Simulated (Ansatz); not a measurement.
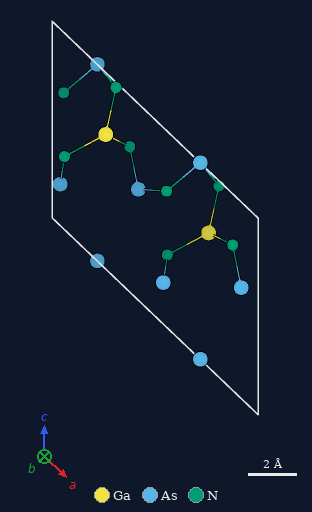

Starting structure of crystalline GaAs$_{3}$N$_{4}$ (built on the MgZn3O4-8 type type). Style: ball-and-stick. Shown: the conventional cell (2 times the calculation's cell), along the b axis. Lengths and directions refer to the drawn axes.

The calculation used DFT, r2SCAN+rVV10, plane waves, PAW in Ansatz 0.2.0.

Input
```yaml
crystal:
  lattice:
    - [5.8222150848, -1.5087578795, -1.586706673]
    - [5.8222150848, 1.5087578795, -1.586706673]
    - [-3.96581171, 0.0, 7.3340504424]
  atoms:
    - { symbol: Ga, position: [0.2597723763, 0.2597723763, 0.8353065618] }
    - { symbol: As, position: [0.7194738331, 0.7194738331, 0.4378554538] }
    - { symbol: As, position: [0.5394007099, 0.5394007099, 0.8677488736] }
    - { symbol: As, position: [0.9180223272, 0.9180223272, 0.2719558253] }
    - { symbol: "N", position: [0.0593565898, 0.0593565898, 0.7470953631] }
    - { symbol: "N", position: [0.5555838431, 0.5555838431, 0.418987258] }
    - { symbol: "N", position: [0.876517071, 0.876517071, 0.0131924662] }
    - { symbol: "N", position: [0.3098322595, 0.3098322595, 0.6457752182] }
kpoints:
  mp_grid: { grid: [8, 8, 4] }
hamiltonian:
  xc: r2scan
  dispersion: rvv10
scf:
  occupations: { method: fermi_dirac, width: 0.03 }
relax:
  f_tol: 0.01
  cell: {}
  max_steps: 120
```

Launched with:
```bash
ansatz run input.yaml --threads 4 --pin off --max-ram 4608MiB --backend cpu --events-out ev --progress --plain --runs-dir out
```

### Where does the relaxation end?

After 6 accepted moves (7 points after the start) the energy has fallen by 1.4 meV per atom. Largest force component: 0.25 eV/Å at the start, 0.0051 eV/Å at the end. The pressure goes from −0.84 to 0.00 GPa. At 1 point the geometry stayed and the basis and grid were re-selected for the new cell (energy shift of less than 0.05 meV per atom at most each time). N6 moves most relative to the cell: 0.034 Å along [−1 0 2]. Largest moves by element: N 0.034 Å, As 0.023 Å, Ga 0.012 Å. The volume changes by +0.9 %, with a 12.079 → 12.218 Å (+1.1 %), b 3.018 → 3.006 Å (−0.4 %), c 8.338 → 8.376 Å (+0.5 %), β 133.7° → 133.9°. Near-neighbour distances that change, for instance: As2–N6 1.873 → 1.860 Å, As4–N7 1.848 → 1.835 Å, As3–N5 1.919 → 1.906 Å, Ga1–N7 1.891 → 1.881 Å. The space group stays Cm (No. 8).

History of the run:

| step | E − E(0), meV/atom | largest force component, eV/Å | pressure, GPa | volume, Å³/atom | note |
| --- | --- | --- | --- | --- | --- |
| 0 | 0.00 | 0.2510 | -0.84 | 13.733 |  |
| 1 | -0.57 | 0.1581 | -0.73 | 13.891 |  |
| 2 | -1.18 | 0.0547 | -0.12 | 13.818 |  |
| 3 | -1.27 | 0.0354 | 0.04 | 13.815 |  |
| 4 | -1.31 | 0.0457 | -0.03 | 13.857 |  |
| 5 | -1.33 | 0.0116 | 0.00 | 13.853 |  |
| 6 | -1.33 | 0.0051 | 0.00 | 13.853 |  |
| 7 | -1.38 | 0.0051 | 0.00 | 13.853 | same geometry, new basis |

The structure at the end:

```
Ga As N
1.0
     5.83288   -1.50300   -1.57728
     5.83288    1.50300   -1.57728
    -3.94655    0.00000    7.38780
Ga As N
1 3 4
Direct
  0.26066 0.26066 0.83720
  0.72072 0.72072 0.44150
  0.53844 0.53844 0.86568
  0.91855 0.91855 0.27018
  0.06132 0.06132 0.75034
  0.55433 0.55433 0.41396
  0.87435 0.87435 0.01234
  0.30960 0.30960 0.64671
```

The end point in the same view:

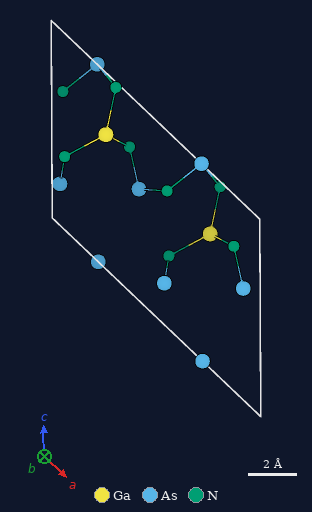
